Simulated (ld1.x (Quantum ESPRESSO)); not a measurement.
## Pseudopotential generation: Nb (part 2 of 2)

The same run, continued: niobium (Nb, Z = 41), core [Ar] 3d10, reference valence 4s2 4p6 4d4 5s1 5p0, valence charge 13. Method: RRKJ potential, Wu–Cohen, fully relativistic, made with ld1.x (Quantum ESPRESSO) 7.5.

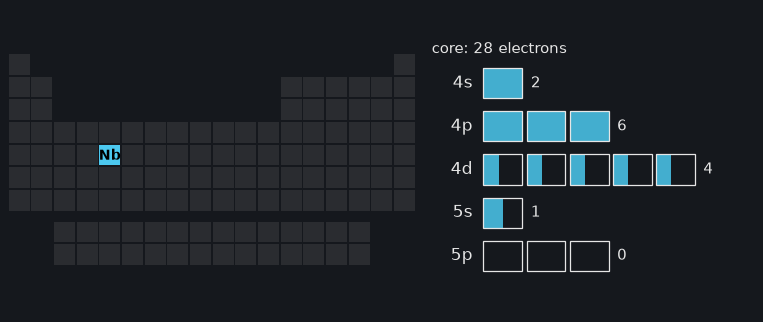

Left, the place of niobium in the periodic table; right, the valence shells of the reference configuration: a box for each of the 2l + 1 orbitals, shaded by the share of the shell that is filled, with the electron count at the right.

### Output of the test run (extracts), continued
```
     ---------------------- Testing the pseudopotential ----------------------

     Nb
     dirac relativistic calculation

     atomic number is 41.00   valence charge is 13.00
     dft =WC   lsd =0 sic =0 latt =0  beta=0.20 tr2=1.0E-14
     mesh =1227 r(mesh) = 100.62774 xmin = -7.00 dx = 0.01250

     n l  j  nl             e AE (Ry)       e PS (Ry)    De AE-PS (Ry)
     1 0 0.5 4S   1( 2.00)       -4.75841       -4.77500        0.01660  !
     2 1 0.5 4P   1( 2.00)       -3.11299       -3.02386       -0.08912  !
     2 1 1.5 4P   1( 4.00)       -2.95837       -3.02386        0.06550  !
     3 2 1.5 4D   1( 1.60)       -0.69013       -0.70639        0.01626  !
     3 2 2.5 4D   1( 2.40)       -0.67778       -0.69417        0.01638  !
     2 0 0.5 5S   1( 0.00)       -0.68707       -0.71449        0.02742  !
     3 1 0.5 5P   1( 0.00)       -0.42105       -0.43856        0.01750  !
     3 1 1.5 5P   1( 0.00)       -0.40926       -0.43856        0.02930  !

     eps = 5.5E-15  iter = 23

     Etot =   -7638.514106 Ry,   -3819.257053 Ha, -103927.278848 eV
     Etotps =  -156.674651 Ry,     -78.337326 Ha,   -2131.667224 eV
     dEtot_ae =       0.487727 Ry
     dEtot_ps =       0.501097 Ry,   Delta E=      -0.013370 Ry

     Ekin =      36.818216 Ry,      18.409108 Ha,     500.937349 eV
     Encl =    -221.158766 Ry,    -110.579383 Ha,   -3009.018299 eV
     Ehrt =      86.227754 Ry,      43.113877 Ha,    1173.188365 eV
     Ecxc =     -58.604871 Ry,     -29.302435 Ha,    -797.359886 eV
     (Ecc =     -43.328582 Ry,     -21.664291 Ha,    -589.515390 eV)
     Epseu=       0.043015 Ry,       0.021507 Ha,       0.585247 eV

     ---------------------- End of pseudopotential test ----------------------

     ---------------------- Testing the pseudopotential ----------------------

     Nb
     dirac relativistic calculation

     atomic number is 41.00   valence charge is 13.00
     dft =WC   lsd =0 sic =0 latt =0  beta=0.20 tr2=1.0E-14
     mesh =1227 r(mesh) = 100.62774 xmin = -7.00 dx = 0.01250

     n l  j  nl             e AE (Ry)       e PS (Ry)    De AE-PS (Ry)
     1 0 0.5 4S   1( 2.00)       -5.57375       -5.58904        0.01529  !
     2 1 0.5 4P   1( 2.00)       -3.91711       -3.82541       -0.09170  !
     2 1 1.5 4P   1( 4.00)       -3.75955       -3.82541        0.06586  !
     3 2 1.5 4D   1( 1.20)       -1.41049       -1.42921        0.01872  !
     3 2 2.5 4D   1( 1.80)       -1.39569       -1.41460        0.01891  !
     2 0 0.5 5S   1( 0.00)       -1.23326       -1.27239        0.03913  !
     3 1 0.5 5P   1( 0.00)       -0.89804       -0.92519        0.02715  !
     3 1 1.5 5P   1( 0.00)       -0.87917       -0.92519        0.04602  !

     eps = 5.3E-15  iter = 17

     Etot =   -7637.484008 Ry,   -3818.742004 Ha, -103913.263643 eV
     Etotps =  -155.626354 Ry,     -77.813177 Ha,   -2117.404408 eV
     dEtot_ae =       1.517825 Ry
     dEtot_ps =       1.549395 Ry,   Delta E=      -0.031570 Ry

     Ekin =      35.450988 Ry,      17.725494 Ha,     482.335266 eV
     Encl =    -210.331953 Ry,    -105.165976 Ha,   -2861.712002 eV
     Ehrt =      77.086843 Ry,      38.543421 Ha,    1048.819927 eV
     Ecxc =     -57.911940 Ry,     -28.955970 Ha,    -787.932078 eV
     (Ecc =     -43.328582 Ry,     -21.664291 Ha,    -589.515390 eV)
     Epseu=       0.079708 Ry,       0.039854 Ha,       1.084478 eV

     ---------------------- End of pseudopotential test ----------------------

     ---------------------- Testing the pseudopotential ----------------------

     Nb
     dirac relativistic calculation

     atomic number is 41.00   valence charge is 13.00
     dft =WC   lsd =0 sic =0 latt =0  beta=0.20 tr2=1.0E-14
     mesh =1227 r(mesh) = 100.62774 xmin = -7.00 dx = 0.01250

     n l  j  nl             e AE (Ry)       e PS (Ry)    De AE-PS (Ry)
     1 0 0.5 4S   1( 2.00)       -6.53350       -6.54269        0.00919  !
     2 1 0.5 4P   1( 2.00)       -4.85871       -4.75909       -0.09962  !
     2 1 1.5 4P   1( 4.00)       -4.69643       -4.75909        0.06266  !
     3 2 1.5 4D   1( 0.80)       -2.25652       -2.27228        0.01577  !
     3 2 2.5 4D   1( 1.20)       -2.23917       -2.25519        0.01601  !
     2 0 0.5 5S   1( 0.00)       -1.86497       -1.90671        0.04173  !
     3 1 0.5 5P   1( 0.00)       -1.46491       -1.49464        0.02974  !
     3 1 1.5 5P   1( 0.00)       -1.43859       -1.49464        0.05605  !

     eps = 3.3E-15  iter = 29

     Etot =   -7635.669218 Ry,   -3817.834609 Ha, -103888.572168 eV
     Etotps =  -153.793889 Ry,     -76.896945 Ha,   -2092.472462 eV
     dEtot_ae =       3.332615 Ry
     dEtot_ps =       3.381859 Ry,   Delta E=      -0.049244 Ry

     Ekin =      33.325087 Ry,      16.662543 Ha,     453.410904 eV
     Encl =    -197.452220 Ry,     -98.726110 Ha,   -2686.474317 eV
     Ehrt =      67.237569 Ry,      33.618785 Ha,     914.813731 eV
     Ecxc =     -57.065833 Ry,     -28.532916 Ha,    -776.420205 eV
     (Ecc =     -43.328582 Ry,     -21.664291 Ha,    -589.515390 eV)
     Epseu=       0.161508 Ry,       0.080754 Ha,       2.197425 eV

     ---------------------- End of pseudopotential test ----------------------

     ---------------------- Testing the pseudopotential ----------------------

     Nb
     dirac relativistic calculation

     atomic number is 41.00   valence charge is 13.00
     dft =WC   lsd =0 sic =0 latt =0  beta=0.20 tr2=1.0E-14
     mesh =1227 r(mesh) = 100.62774 xmin = -7.00 dx = 0.01250

     n l  j  nl             e AE (Ry)       e PS (Ry)    De AE-PS (Ry)
     1 0 0.5 4S   1( 2.00)       -4.38041       -4.37917       -0.00123
     2 1 0.5 4P   1( 2.00)       -2.73308       -2.62672       -0.10637  !
     2 1 1.5 4P   1( 4.00)       -2.57800       -2.62672        0.04872  !
     3 2 1.5 4D   1( 1.60)       -0.31415       -0.31352       -0.00063
     3 2 2.5 4D   1( 2.40)       -0.30231       -0.30173       -0.00058
     2 0 0.5 5S   1( 0.00)       -0.35385       -0.35622        0.00238
     3 1 0.5 5P   1( 0.33)       -0.13228       -0.12527       -0.00701  !
     3 1 1.5 5P   1( 0.67)       -0.12469       -0.12527        0.00058

     eps = 6.7E-15  iter = 22

     Etot =   -7638.779400 Ry,   -3819.389700 Ha, -103930.888350 eV
     Etotps =  -156.951003 Ry,     -78.475502 Ha,   -2135.427183 eV
     dEtot_ae =       0.222433 Ry
     dEtot_ps =       0.224745 Ry,   Delta E=      -0.002312 Ry

     Ekin =      36.883928 Ry,      18.441964 Ha,     501.831401 eV
     Encl =    -226.214470 Ry,    -113.107235 Ha,   -3077.804660 eV
     Ehrt =      91.160296 Ry,      45.580148 Ha,    1240.299006 eV
     Ecxc =     -58.839576 Ry,     -29.419788 Ha,    -800.553217 eV
     (Ecc =     -43.328582 Ry,     -21.664291 Ha,    -589.515390 eV)
     Epseu=       0.058820 Ry,       0.029410 Ha,       0.800286 eV

     ---------------------- End of pseudopotential test ----------------------

     ---------------------- Testing the pseudopotential ----------------------

     Nb
     dirac relativistic calculation

     atomic number is 41.00   valence charge is 13.00
     dft =WC   lsd =0 sic =0 latt =0  beta=0.20 tr2=1.0E-14
     mesh =1227 r(mesh) = 100.62774 xmin = -7.00 dx = 0.01250

     n l  j  nl             e AE (Ry)       e PS (Ry)    De AE-PS (Ry)
     1 0 0.5 4S   1( 2.00)       -4.98133       -4.98662        0.00529  !
     2 1 0.5 4P   1( 2.00)       -3.32539       -3.22456       -0.10084  !
     2 1 1.5 4P   1( 4.00)       -3.16808       -3.22456        0.05647  !
     3 2 1.5 4D   1( 1.20)       -0.84803       -0.85459        0.00656  !
     3 2 2.5 4D   1( 1.80)       -0.83431       -0.84096        0.00665  !
     2 0 0.5 5S   1( 1.00)       -0.77444       -0.78857        0.01413  !
     3 1 0.5 5P   1( 0.00)       -0.48480       -0.48996        0.00516  !
     3 1 1.5 5P   1( 0.00)       -0.47079       -0.48996        0.01917  !

     eps = 5.3E-15  iter = 28

     Etot =   -7638.484697 Ry,   -3819.242348 Ha, -103926.878711 eV
     Etotps =  -156.654930 Ry,     -78.327465 Ha,   -2131.398906 eV
     dEtot_ae =       0.517136 Ry
     dEtot_ps =       0.520818 Ry,   Delta E=      -0.003682 Ry

     Ekin =      35.618144 Ry,      17.809072 Ha,     484.609534 eV
     Encl =    -218.023494 Ry,    -109.011747 Ha,   -2966.360750 eV
     Ehrt =      83.935230 Ry,      41.967615 Ha,    1141.996976 eV
     Ecxc =     -58.340666 Ry,     -29.170333 Ha,    -793.765196 eV
     (Ecc =     -43.328582 Ry,     -21.664291 Ha,    -589.515390 eV)
     Epseu=       0.155856 Ry,       0.077928 Ha,       2.120529 eV

     ---------------------- End of pseudopotential test ----------------------

     ---------------------- Testing the pseudopotential ----------------------

     Nb
     dirac relativistic calculation

     atomic number is 41.00   valence charge is 13.00
     dft =WC   lsd =0 sic =0 latt =0  beta=0.20 tr2=1.0E-14
     mesh =1227 r(mesh) = 100.62774 xmin = -7.00 dx = 0.01250

     n l  j  nl             e AE (Ry)       e PS (Ry)    De AE-PS (Ry)
     1 0 0.5 4S   1( 2.00)       -4.46669       -4.46144       -0.00526  !
     2 1 0.5 4P   1( 2.00)       -2.81007       -2.69942       -0.11065  !
     2 1 1.5 4P   1( 4.00)       -2.65262       -2.69942        0.04680  !
     3 2 1.5 4D   1( 1.20)       -0.34884       -0.34551       -0.00334
     3 2 2.5 4D   1( 1.80)       -0.33595       -0.33264       -0.00331
     2 0 0.5 5S   1( 2.00)       -0.34743       -0.34373       -0.00371
     3 1 0.5 5P   1( 0.00)       -0.11098       -0.10155       -0.00943  !
     3 1 1.5 5P   1( 0.00)       -0.10235       -0.10155       -0.00080

     eps = 5.6E-15  iter = 15

     Etot =   -7639.042235 Ry,   -3819.521118 Ha, -103934.464406 eV
     Etotps =  -157.216570 Ry,     -78.608285 Ha,   -2139.040402 eV
     dEtot_ae =      -0.040402 Ry
     dEtot_ps =      -0.040821 Ry,   Delta E=       0.000419 Ry

     Ekin =      35.631161 Ry,      17.815581 Ha,     484.786645 eV
     Encl =    -224.725100 Ry,    -112.362550 Ha,   -3057.540741 eV
     Ehrt =      90.403575 Ry,      45.201788 Ha,    1230.003304 eV
     Ecxc =     -58.733502 Ry,     -29.366751 Ha,    -799.110010 eV
     (Ecc =     -43.328582 Ry,     -21.664291 Ha,    -589.515390 eV)
     Epseu=       0.207295 Ry,       0.103648 Ha,       2.820399 eV

     ---------------------- End of pseudopotential test ----------------------

     ---------------------- Testing the pseudopotential ----------------------

     Nb
     dirac relativistic calculation

     atomic number is 41.00   valence charge is 13.00
     dft =WC   lsd =0 sic =0 latt =0  beta=0.20 tr2=1.0E-14
     mesh =1227 r(mesh) = 100.62774 xmin = -7.00 dx = 0.01250

     n l  j  nl             e AE (Ry)       e PS (Ry)    De AE-PS (Ry)
     1 0 0.5 4S   1( 2.00)       -4.51165       -4.51978        0.00812  !
     2 1 0.5 4P   1( 2.00)       -2.86502       -2.76789       -0.09714  !
     2 1 1.5 4P   1( 4.00)       -2.71013       -2.76789        0.05776  !
     3 2 1.5 4D   1( 1.60)       -0.45102       -0.45850        0.00748  !
     3 2 2.5 4D   1( 2.40)       -0.43919       -0.44673        0.00754  !
     2 0 0.5 5S   1( 0.50)       -0.48616       -0.49896        0.01280  !
     3 1 0.5 5P   1( 0.00)       -0.24522       -0.25043        0.00520  !
     3 1 1.5 5P   1( 0.00)       -0.23583       -0.25043        0.01460  !

     eps = 8.1E-15  iter = 19

     Etot =   -7638.806988 Ry,   -3819.403494 Ha, -103931.263700 eV
     Etotps =  -156.977591 Ry,     -78.488795 Ha,   -2135.788925 eV
     dEtot_ae =       0.194846 Ry
     dEtot_ps =       0.198158 Ry,   Delta E=      -0.003312 Ry

     Ekin =      36.757296 Ry,      18.378648 Ha,     500.108487 eV
     Encl =    -224.382252 Ry,    -112.191126 Ha,   -3052.876058 eV
     Ehrt =      89.344067 Ry,      44.672034 Ha,    1215.587961 eV
     Ecxc =     -58.775469 Ry,     -29.387735 Ha,    -799.680994 eV
     (Ecc =     -43.328582 Ry,     -21.664291 Ha,    -589.515390 eV)
     Epseu=       0.078767 Ry,       0.039384 Ha,       1.071681 eV

     ---------------------- End of pseudopotential test ----------------------
```

### Key numbers

- outcome: generated; 4s isn't converged at 400 Ry in the Bessel test; no spin-orbit splitting in 4p; the pseudo-atom misses its reference levels by up to 1.43 eV (4p)
- reference test: the pseudo-atom misses its own reference levels by up to 1.43 eV
- largest excitation error: -670 meV (all-electron minus pseudo) for 4s2 4p6 4d2 5s0 5p0, out of 7 test configurations
- range over which the phases arctan(r u′/u) at the test radius agree within 0.05 rad (a looser test near the poles than one of phase shifts): s: up to about 3.7 Ry; p1/2: nowhere near the reference energy; p3/2: between about -2.6 and 4.1 Ry; d3/2: over the whole range computed; d5/2: over the whole range computed
- hardware: 1 CPU thread, shared host
- wall time: 1.6 s

### Notes

An excitation error of 670 meV in its own tests makes this a poorly transferable potential. The potential has no spin-orbit splitting in 4p, whose channel is the local potential: both pseudo levels lie at −2.5354 Ry, against −2.6403 and −2.4851 Ry all-electron. In the spherical-Bessel test 4s stands at −3.005 Ry at the top cutoff of 400 Ry, still falling, against −4.288 Ry all-electron; 4d3/2 stands at −0.337 Ry at the top cutoff of 400 Ry, still falling, against −0.231 Ry all-electron; 4d5/2 stands at −0.318 Ry at the top cutoff of 400 Ry, still falling, against −0.220 Ry all-electron (3 more miss too). The test also has an s level at −445.9 Ry, a p1/2 level at −73.4 Ry and a p3/2 level at −73.4 Ry, far below the valence levels of the same l, which points to ghost states. No cutoff can be given, and the search for ghost states has no verdict.
